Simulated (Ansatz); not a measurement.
## How BaHfO3 absorbs and reflects light

Wanted: where BaHfO3 starts to absorb, how strongly, and its refractive index.

Calculated with Ansatz 0.2.0; DFT, PBE, plane-wave PAW, default files, scalar-relativistic, independent-particle optical response without local fields.

**1. Starting point**

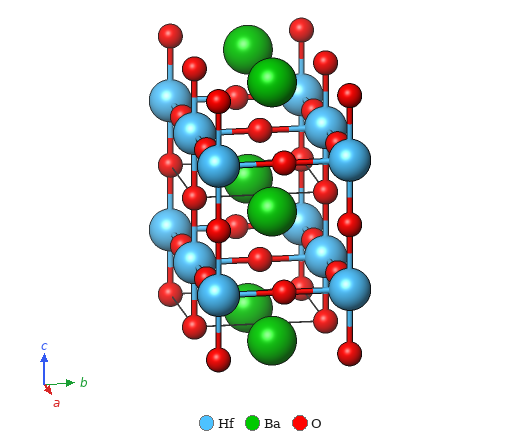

Start, viewed slightly off an axis; hafnium blue, barium green, oxygen red. 2×1×2 cells are drawn. Some periodic images of atoms are drawn too.

**2. Ground state and bands**

The self-consistent density comes first; it also tells whether there is a gap, which decides the occupations and the need for a Drude term.

This step: DFT, PBE, plane-wave PAW, default files, scalar-relativistic, ground state (Ansatz 0.2.0).

input.yaml reads:

```yaml
crystal:
  lattice:
    - [4.1695667999, 0.0, 0.0]
    - [0.0, 4.1695667999, 0.0]
    - [0.0, 0.0, 4.1703766343]
  atoms:
    - { symbol: Hf, position: [0.0, 0.0, 0.49787533] }
    - { symbol: Ba, position: [0.5, 0.5, 0.99642496] }
    - { symbol: O, position: [0.0, 0.0, 0.99794122] }
    - { symbol: O, position: [0.5, 0.0, 0.49889014] }
    - { symbol: O, position: [0.0, 0.5, 0.49889014] }
kpoints:
  mp_grid: { grid: [6, 6, 6] }
  band_path:
    path:
      - [[0.0, 0.0, 0.0], [0.0, 0.5, 0.0], [0.5, 0.5, 0.0], [0.0, 0.0, 0.0], [0.0, 0.0, 0.5], [0.0, 0.5, 0.5], [0.5, 0.5, 0.5], [0.0, 0.0, 0.5]]
      - [[0.0, 0.5, 0.0], [0.0, 0.5, 0.5]]
      - [[0.5, 0.5, 0.0], [0.5, 0.5, 0.5]]
    npoints: 6
scf:
  occupations: { method: fermi_dirac, width: 0.05 }
  n_extra_bands: 9
hamiltonian:
  xc: pbe
  pseudopotentials: { kind: paw }
output:
  forces: true
  stress: true
  populations: true
  write_bands: true
  write_density: true
  write_potential: true
  elf: true
  volumetric_format: npy
```

Command:

```console
> ansatz run input.yaml --threads 4 --pin off --max-ram 8192MiB --backend cpu --events-out ev --progress --plain --runs-dir out
```

Numbers of over 12 decimals in the logs are rounded to 6 here.

The log of the run:

```text
scf.n_extra_bands = 9 over 27 filled bands (N_el = 54.0): the run solves 36 bands
Engine: ansatz 0.2.0, aarch64-unknown-linux-gnu
Pseudopotentials: kind: paw
Pseudopotential: Hf, paw, valence charge 26, recommended cutoff 420 eV (normal), Hf.paw.azcp
Pseudopotential: Ba, paw, valence charge 10, recommended cutoff 420 eV (normal), Ba.paw.azcp
Pseudopotential: O, paw, valence charge 6, recommended cutoff 420 eV (normal), O.paw.azcp
Functional definition: PBE
  parameter kappa = 0.804
  parameter beta = 0.066725
  exchange = pbe_x(kappa = kappa, mu = beta*pi^2/3)
  correlation = pbe_c(beta = beta)
Crystal: 5 atoms, lattice volume = 72.503 Å³
Basis set: ecut = 420 eV, 1365 PW (Γ), exchange–correlation on 60×60×60 points (8 copies of the dense FFT grid, shifted against one another)
Bands: 36, of which v1, the nominal top of the filled ones, is band 27 counted from 1 (26 counted from 0)
Symmetry: 8 space group operations
Space group: P4mm (ITA 99), of the structure as read, at distance tolerance 4.2e-5 Å
k-points: 40 of 216 (time reversal used)
Non-local potential: Hf, projectors of the file, l = 0: 3, l = 1: 2, l = 2: 2, l = 3: 3
Non-local potential: Ba, projectors of the file, l = 0: 3, l = 1: 2, l = 2: 2, l = 3: 2
Non-local potential: O, projectors of the file, l = 0: 2, l = 1: 2, l = 2: 1
PAW form: soft (Blöchl's): semilocal exchange-correlation on the pseudo side does not see the compensation charge
PAW one-centre angular grid: Hf, 590 points (default); XC on 64 Gauss nodes
PAW one-centre angular grid: Ba, 194 points (default); XC on 64 Gauss nodes
PAW one-centre angular grid: O, 110 points (default); XC on 64 Gauss nodes
Initial density: superposition of atomic densities (neutral atoms: chi_scale 0, normalization atom), corrected by the library's trained network
Initial wavefunctions: pseudopotential atomic-orbital guess
Functional: x = pbe(κ = 0.804, μ = 0.219515), c = pbe(β = 0.066725)
SCF iter   1: F=—  HF=-23382.403468 eV  |F-HF|=—  |Δ(HF+E_count)|=         —  Δρ=9.45e-4  dr2=2.49e-4  ethr=1.77e-3  ⟨swp⟩=8.7  Hψ=6984  notcnv=0  defer=14
preconditioner: auto → Resta (q_TF=auto, 2.598 Å⁻¹)  ε∞=4.1  [insulator: Δε(μ)=3.664 eV  Ē_g=17.873 eV  σ=0.050 eV  W_gap=1.00  n_scr=18 (ndim 8)  ℏωp=31.4 eV  f_vac=0.008  D(μ)=0.00/eV (n_scr^D=0)  ε∞_Penn≈4.1]
SCF iter   2: F=—  HF=-23382.404321 eV  |F-HF|=—  |Δ(HF+E_count)|=   8.52e-4  Δρ=8.67e-4  dr2=4.31e-4  ethr=4.61e-7  ⟨swp⟩=3.0  Hψ=3220  notcnv=0  defer=31
SCF iter   3: F=—  HF=-23382.404316 eV  |F-HF|=—  |Δ(HF+E_count)|=   4.47e-6  Δρ=3.18e-4  dr2=4.07e-5  ethr=4.61e-7  ⟨swp⟩=2.0  Hψ=2175  notcnv=0  defer=31
SCF iter   4: F=—  HF=-23382.404391 eV  |F-HF|=—  |Δ(HF+E_count)|=   7.46e-5  Δρ=1.13e-4  dr2=4.93e-6  ethr=7.54e-8  ⟨swp⟩=2.5  Hψ=2398  notcnv=0  defer=31
SCF iter   5: F=—  HF=-23382.404400 eV  |F-HF|=—  |Δ(HF+E_count)|=   8.93e-6  Δρ=3.09e-5  dr2=5.86e-7  ethr=9.14e-9  ⟨swp⟩=2.0  Hψ=2384  notcnv=0  defer=31
SCF iter   6: F=—  HF=-23382.404399 eV  |F-HF|=—  |Δ(HF+E_count)|=   7.37e-7  Δρ=1.66e-5  dr2=2.16e-7  ethr=1.08e-9  ⟨swp⟩=2.4  Hψ=2431  notcnv=0  defer=31
SCF iter   7: F=-23382.404399 eV  HF=-23382.404399 eV  |F-HF|=6.31e-9  |Δ(HF+E_count)|=   5.80e-9  Δρ=3.93e-6  dr2=1.10e-8  ethr=1.85e-10  ⟨swp⟩=14.6  Hψ=11062  notcnv=0
SCF 1 converged in 7 iterations: F = -23382.404399 eV  dr2 = 1.10e-8
  greatest PAW one-centre occupation: 0.999 electrons in one spin orbital (limit 2), on the Hf atom at site 0 (counted from 0), in its partial waves of l = 0
NSCF: frozen V_eff on 57 k-points
SCF converged after 7 iterations
Free energy (F): -23382.404399 eV
Harris-Foulkes:  -23382.404399 eV  (|F-HF|=6.31e-9)
Internal energy: -23382.404399 eV  (E = F + TS)
E sigma→0 (E₀):  -23382.404399 eV
Fermi energy:    13.485977 eV
--- Per-component energies (eV) ---
  E_band       = -39.747211
  E_kinetic    = 1119.201252
  E_local      = -7999.418813  (includes V_loc(G=0)·N_el)
  E_nonlocal   = -1041.637552
  E_hartree    = 3645.285112
  E_xc         = -692.699130
  E_vxc        = -688.513932  (∫ρ·V_xc dr)
  E_paw        = -12628.026647  (= ΣΔE_a)
  E_vpaw       = 1280.039479  (= ΣTr[D̂ρ^β])
  E_aug_tail   = 0.007458  (compensation charges beyond the density's cutoff)
  E_ewald      = -5785.116079
  E_smearing   = -0.000000  (= −TS)
  E_closure    = 0.000000  (closes the sum)
  Σ components = -23382.404399   (vs F -23382.404399, Δ=0.00e0)
--- Forces (eV/Å), atoms counted from 1 ---
  atom   1  Hf    -0.00000000     0.00000000    -0.01681013
  atom   2  Ba     0.00000000     0.00000000     0.01995831
  atom   3  O      0.00000000     0.00000000     0.01936857
  atom   4  O     -0.00000000     0.00000000    -0.01125867
  atom   5  O      0.00000000     0.00000000    -0.01125867
  max |Σ_I F_I| component: 5.85e-7 eV/Å
--- Stress (GPa, compression-positive) ---
        4.293570       0.000000      -0.000000
        0.000000       4.293570       0.000000
       -0.000000       0.000000       4.244726
  P = ⅓ Tr σ = 4.2773 GPa (42.773 kbar)
--- Band table (eV; the first three rows and the last of 40) ---
  k-point 0: bands = [... 23 lower, 10.6588, 11.5167, 11.5171, 11.5171, 15.2921, 15.2921, 15.2928, 16.4148, ... 5 higher]
  k-point 1: bands = [... 23 lower, 10.4731, 10.8587, 11.4102, 11.4102, 15.3932, 15.9244, 15.9244, 16.8374, ... 5 higher]
  k-point 2: bands = [... 23 lower, 10.1151, 10.1508, 11.2635, 11.2635, 15.6247, 17.2328, 17.2328, 17.7214, ... 5 higher]
  k-point 39: bands = [... 23 lower, 9.1567, 11.6164, 11.6164, 11.6167, 17.7632, 17.7632, 17.7643, 19.4981, ... 5 higher]
--- Löwdin populations: 5 sites ---
  site symbol       q [e]
     0     Hf     24.8402
     1     Ba      8.1920
     2      O      6.8671
     3      O      6.8668
     4      O      6.8668
  spilling = 0.006800 (of n_electrons = 54.000000)
```

Elapsed: 4.9 s, on 4 threads of Arm Neoverse V2, shared host; peak memory 0.41 GiB; 18 s of CPU time.

The column dr2 measures how far the density is from self-consistency, as an energy; F and HF (Harris–Foulkes) agree once it is small.

Read-outs, printed or worked out from the files:

```
free energy                  : -23382.4044 eV
Fermi energy                 : 13.49 eV
gap by band count            : 3.675 eV
electrons                    : 54
symmetry operations          : 8
pressure                     : 4.277 GPa
gap on the k-mesh            : 3.675 eV
volume                       : 72.50 Å³
gap on the path              : 3.675 eV
least direct gap on the path : 3.775 eV
```

There is a gap, 3.68 eV on the path, so no carriers' term is needed. The cell is left with a pressure of 4.3 GPa and forces up to 0.02 eV/Å, as it stands unrelaxed at this level.

Electronic bands along the path, in eV, zero at the Fermi level; v1 is the highest filled band, c1 the lowest empty one:

| point | v4 | v3 | v2 | v1 | c1 | c2 | c3 | c4 |
| --- | --- | --- | --- | --- | --- | --- | --- | --- |
| Γ | -2.83 | -1.97 | -1.97 | -1.97 | 1.81 | 1.81 | 1.81 | 2.93 |
| X | -3.58 | -3.48 | -2.28 | -2.28 | 2.28 | 4.55 | 4.55 | 4.73 |
| M | -2.79 | -2.73 | -2.73 | -1.92 | 4.47 | 4.47 | 4.83 | 5.16 |
| Γ | -2.83 | -1.97 | -1.97 | -1.97 | 1.81 | 1.81 | 1.81 | 2.93 |
| Z | -3.57 | -3.48 | -2.28 | -2.28 | 2.28 | 4.55 | 4.55 | 4.73 |
| R | -2.79 | -2.73 | -2.73 | -1.92 | 4.47 | 4.47 | 4.83 | 5.16 |
| A | -4.33 | -1.87 | -1.87 | -1.87 | 4.28 | 4.28 | 4.28 | 6.01 |
| Z | -3.57 | -3.48 | -2.28 | -2.28 | 2.28 | 4.55 | 4.55 | 4.73 |
| jump to X | -3.58 | -3.48 | -2.28 | -2.28 | 2.28 | 4.55 | 4.55 | 4.73 |
| R | -2.79 | -2.73 | -2.73 | -1.92 | 4.47 | 4.47 | 4.83 | 5.16 |
| jump to M | -2.79 | -2.73 | -2.73 | -1.92 | 4.47 | 4.47 | 4.83 | 5.16 |
| A | -4.33 | -1.87 | -1.87 | -1.87 | 4.28 | 4.28 | 4.28 | 6.01 |

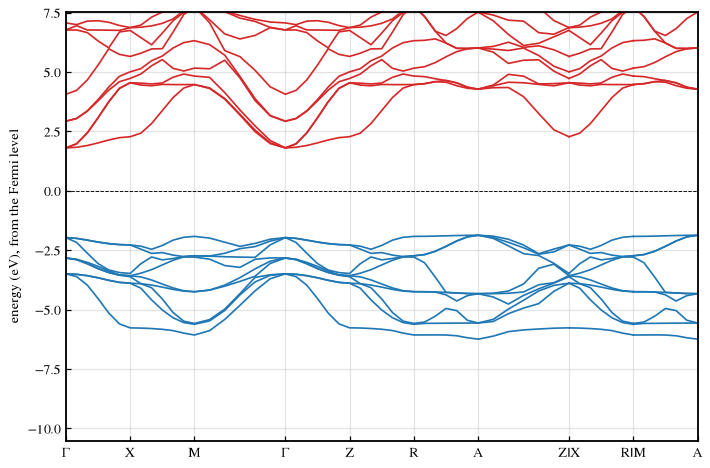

Electronic bands along the path; lines of filled and empty bands in two colours.

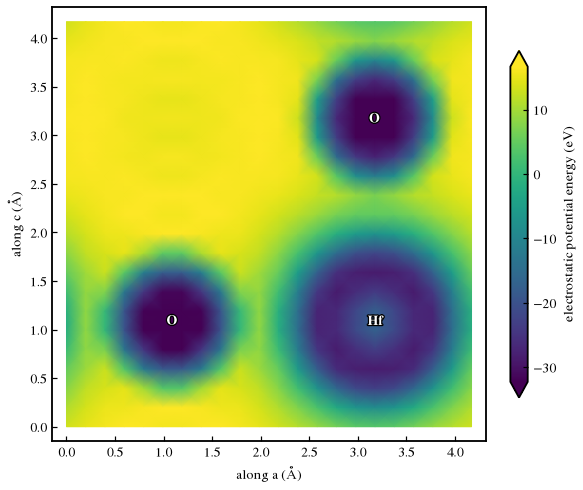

Electrostatic potential energy in the ac plane at fractional y = 0.000, with atoms of Hf and O within 0.2 Å of it. With pseudopotentials it is smooth inside the atoms' cores, unlike the true potential. The map starts off the cell's origin, so that atoms lie inside it.

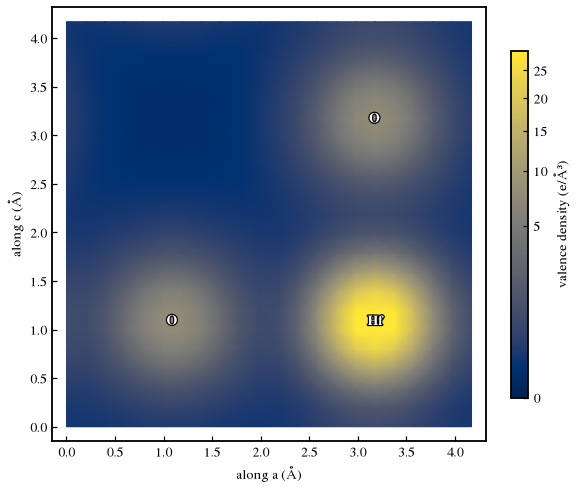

Valence density in the ac plane at fractional y = 0.000, with atoms of Hf and O within 0.2 Å of it. It is the smooth field of the valence electrons, not physical close to the nuclei. The map starts off the cell's origin, so that atoms lie inside it. The colour scale is stretched toward low values.

**3. Spectrum**

With the density converged, the vertical transitions are summed over the zone.

This step: DFT, PBE, plane-wave PAW, default files, scalar-relativistic, independent-particle optical response without local fields (Ansatz 0.2.0).

input.yaml, the sections that differ from step 2:

```yaml
kpoints:
  mp_grid: { grid: [6, 6, 6] }
scf:
  occupations: { method: fixed }
output:
  optics:
    e_range: [0, 20]
    de: 0.05
    sigma: 0.15
    nscf_kmesh: { grid: [6, 6, 6] }
    bands: { spectra_wanted_up_to: 20 }
# crystal, hamiltonian: as in step 2
```

The log of the run:

```text
[...]
Crystal: 5 atoms, lattice volume = 72.503 Å³
Basis set: ecut = 420 eV, 1365 PW (Γ)
Bands: 33, of which v1, the nominal top of the filled ones, is band 27 counted from 1 (26 counted from 0)
Symmetry: 8 space group operations
[...]
k-points: 40 of 216 (time reversal used)
[...]
SCF iter   1: F=—  HF=-23382.403556 eV  |F-HF|=—  |Δ(HF+E_count)|=         —  Δρ=9.34e-4  dr2=1.71e-4  ethr=1.77e-3  ⟨swp⟩=4.5  Hψ=4669  notcnv=0  defer=110
[...]
SCF iter  10: F=-23382.404372 eV  HF=-23382.404372 eV  |F-HF|=1.46e-11  |Δ(HF+E_count)|=  5.09e-11  Δρ=7.37e-8  dr2=2.89e-12  ethr=1.00e-12  ⟨swp⟩=9.6  Hψ=6942  notcnv=0
SCF 1 converged in 10 iterations: F = -23382.404372 eV  dr2 = 2.89e-12
[...]
NSCF: frozen V_eff on 40 k-points
output.optics: what the bands over the 67 summed would add to eps1, eps2 and the energy-loss function is held between a lower and an upper bound (7 Lanczos steps). eps1, eps2 and their loss function (loss_summed_bands) are given on every row as the summed bands alone make them. Along an axis, on a row where the two bounds hold the loss function to about 1 % of the greater of itself and 0.5 % of |1/eps|, its cell (loss_completed) is given, with the completed eps1 and eps2 that it is formed of (a cell that is left empty reads nan in the table and null in the record). The two bounds hold it so along every axis on all 401 rows up to 20.000 eV. [rest of the remark cut]
SCF converged after 10 iterations
Free energy (F): -23382.404372 eV
[...]
Internal energy: -23382.404372 eV  (E = F + TS)
E sigma→0 (E₀):  -23382.404372 eV
Fermi energy:    11.616597 eV
[...]
--- Band table (eV; the first three rows and the last of 40) ---
  k-point 0: bands = [... 23 lower, 10.6588, 11.5168, 11.5172, 11.5172, 15.2920, 15.2920, 15.2927, 16.4149, ... 2 higher]
  k-point 1: bands = [... 23 lower, 10.4731, 10.8587, 11.4103, 11.4103, 15.3932, 15.9243, 15.9243, 16.8375, ... 2 higher]
  k-point 2: bands = [... 23 lower, 10.1150, 10.1508, 11.2636, 11.2636, 15.6246, 17.2327, 17.2327, 17.7214, ... 2 higher]
  k-point 39: bands = [... 23 lower, 9.1567, 11.6164, 11.6164, 11.6166, 17.7633, 17.7633, 17.7643, 19.4980, ... 2 higher]
```

Run time: 50 s. Hardware: 4 threads; peak memory 1.3 GiB.

This step gave:

* electronic dielectric constant ε∞, mean over x, y and z (by symmetry where fewer were run): 4.829
* absorption onset, first axis (α over 10⁴ cm⁻¹, or the direct gap if that lies higher): 3.832 eV
* main peak of Im epsilon, first axis: 6.677 eV
* centre of weight of the strongest loss peak in the window: 13.05 eV
* least direct gap on the mesh: 3.775 eV
* bands summed: 67
* spectra valid up to: 28.32 eV
* program's estimate of the k-sum error in Im epsilon: 0.08 %
* electrons in the f-sum: 30.91

The Im ε, any direction has structure finer than the step of the table below, so its rows give means over 1 eV, whole bins alone (the curve runs from 0 to 20 eV). Peaks (eV: height): 6.7: 8.97, 10.5: 6.25, 19.2: 3.85.

The Im ε, any direction by photon energy; means over each step:

| photon energy (eV) | Im ε, any direction |
| --- | --- |
| 3 | 1.6e-5 |
| 4 | 0.356 |
| 5 | 2.53 |
| 6 | 5.22 |
| 7 | 6.42 |
| 8 | 4.09 |
| 9 | 4.40 |
| 10 | 5.30 |
| 11 | 4.30 |
| 12 | 2.11 |
| 13 | 1.31 |
| 14 | 1.10 |
| 15 | 1.19 |
| 16 | 2.25 |
| 17 | 3.19 |
| 18 | 3.03 |
| 19 | 3.32 |

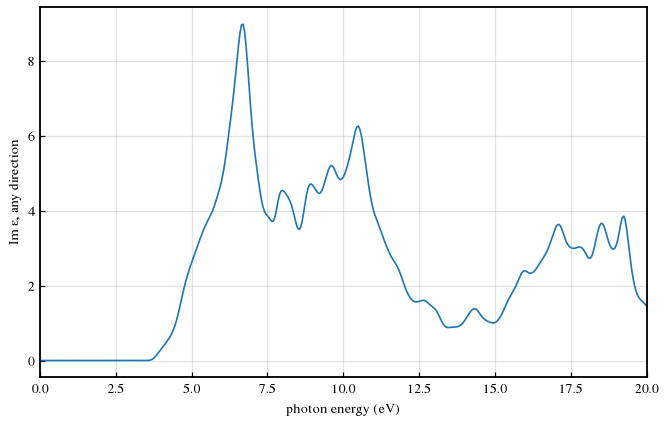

Im ε, any direction, plotted against photon energy.

Re ε, any direction against photon energy:

| photon energy (eV) | Re ε, any direction |
| --- | --- |
| 0 | 4.83 |
| 2 | 5.10 |
| 4 | 6.78 |
| 6 | 7.54 |
| 8 | 2.75 |
| 10 | 1.90 |
| 12 | -0.781 |
| 14 | 1.32 |
| 16 | 2.03 |
| 18 | 0.576 |
| 20 | -0.916 |

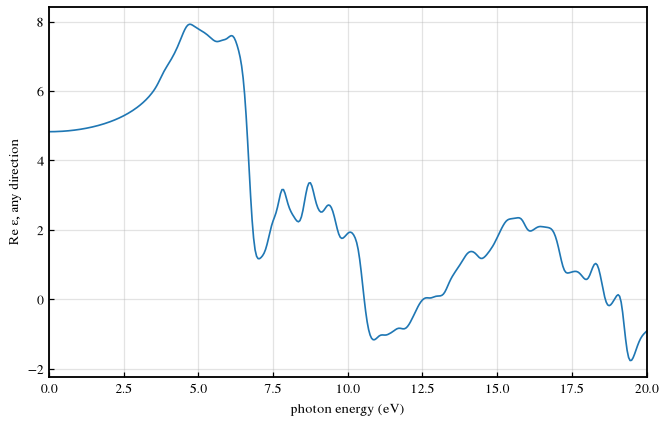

Re ε, any direction, plotted against photon energy.

Refractive index n and extinction k against photon energy:

| photon energy (eV) | n | k |
| --- | --- | --- |
| 0 | 2.20 | 0 |
| 2 | 2.26 | 0 |
| 4 | 2.60 | 0.0591 |
| 6 | 2.87 | 0.842 |
| 8 | 2.01 | 1.13 |
| 10 | 1.89 | 1.29 |
| 12 | 0.838 | 1.22 |
| 14 | 1.23 | 0.433 |
| 16 | 1.61 | 0.743 |
| 18 | 1.32 | 1.08 |
| 20 | 0.635 | 1.15 |

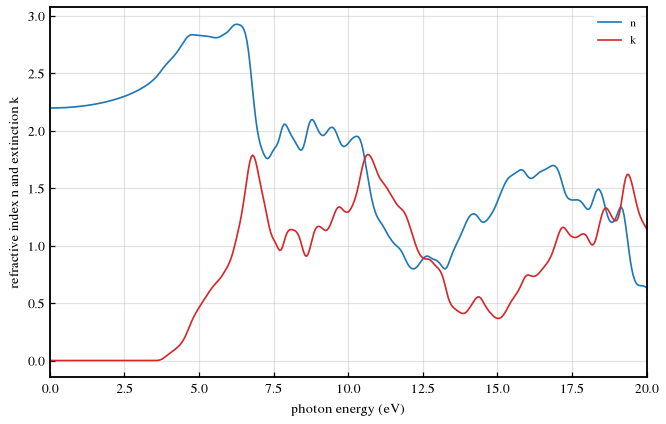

Refractive index n and extinction k, plotted against photon energy.

Values under 1 per cm are given as 1. Absorption coefficient, any direction against photon energy:

| photon energy (eV) | absorption coefficient, any direction (1/cm) |
| --- | --- |
| 0.00 | 1 |
| 1.00 | 1 |
| 2.00 | 1 |
| 3.00 | 1 |
| 4.00 | 23976 |
| 5.00 | 2.3e5 |
| 6.00 | 5.1e5 |
| 7.00 | 1.1e6 |
| 8.00 | 9.2e5 |
| 9.00 | 1.1e6 |
| 10.00 | 1.3e6 |
| 11.00 | 1.8e6 |
| 12.00 | 1.5e6 |
| 13.00 | 1.1e6 |
| 14.00 | 6.1e5 |
| 15.00 | 5.6e5 |
| 16.00 | 1.2e6 |
| 17.00 | 1.8e6 |
| 18.00 | 2.0e6 |
| 19.00 | 2.3e6 |
| 20.00 | 2.3e6 |

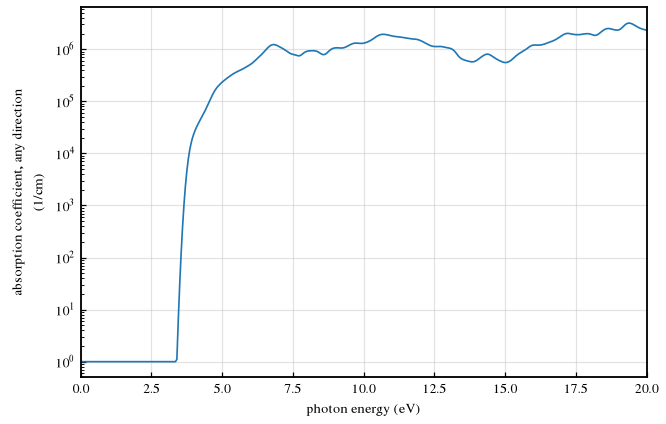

Absorption coefficient, any direction, plotted against photon energy.

The reflectivity at normal incidence, any direction has structure finer than the step of the table below, so its rows give means over 1 eV, whole bins alone (the curve runs from 0 to 20 eV). Peaks (eV: height): 6.8: 34.9, 10.8: 36.6, 19.6: 43.6.

Reflectivity at normal incidence, any direction against photon energy; means over each step:

| photon energy (eV) | reflectivity at normal incidence, any direction (%) |
| --- | --- |
| 1 | 14.3 |
| 2 | 14.9 |
| 3 | 16.4 |
| 4 | 19.9 |
| 5 | 23.9 |
| 6 | 27.4 |
| 7 | 29.1 |
| 8 | 20.5 |
| 9 | 21.7 |
| 10 | 26.4 |
| 11 | 34.8 |
| 12 | 28.3 |
| 13 | 14.7 |
| 14 | 5.26 |
| 15 | 5.93 |
| 16 | 11.9 |
| 17 | 18.0 |
| 18 | 19.3 |
| 19 | 28.9 |

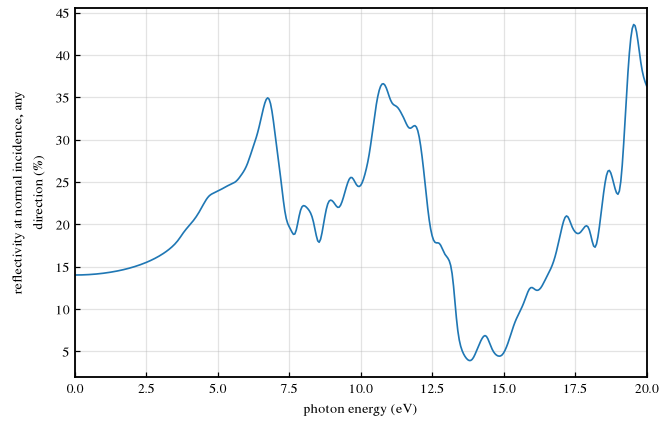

Reflectivity at normal incidence, any direction against photon energy.

From ε follow the optical constants at some laser and lamp lines:

| wavelength (nm) | n | k | R (%) | 1/α |
| --- | --- | --- | --- | --- |
| 633 | 2.26 | 0.000 | 14.9 | over 1 mm |
| 532 | 2.28 | 0.000 | 15.3 | over 1 mm |
| 450 | 2.33 | 0.000 | 15.9 | over 1 mm |
| 405 | 2.37 | 0.000 | 16.5 | over 1 mm |
| 308 | 2.61 | 0.064 | 19.9 | 383 nm |
| 248 | 2.83 | 0.461 | 23.9 | 43 nm |
| 193 | 2.91 | 1.273 | 31.2 | 12 nm |

Rows near the edge hang on the gap, which this functional as a rule makes too small, and phonon-assisted absorption is left out.

A film 1 µm thick would pass 74 % of daylight and look colourless, dimmed by reflection in transmission (x = 0.314, y = 0.331).

The f-sum over the summed bands holds 30.9 of the cell's 54 electrons outside the frozen cores, 20 of which lie in bands more than 12 eV below the Fermi level, whose transitions come at higher energies. Up to 20 eV the strength has a mean oscillator energy of 10.2 eV, well above the main peak, so higher transitions carry much of it.

(Part 1 of 2 ends here.)

[Logs are printed without paths, hosts, clocks, repeated set-up lines and the standing remarks that a program may print on its own settings, such as how far it seeks lower states.]

[Hosts, paths, dates, database ids (printed as entryN), source tags and the programs' standing remarks are cut or masked in the printed files.]
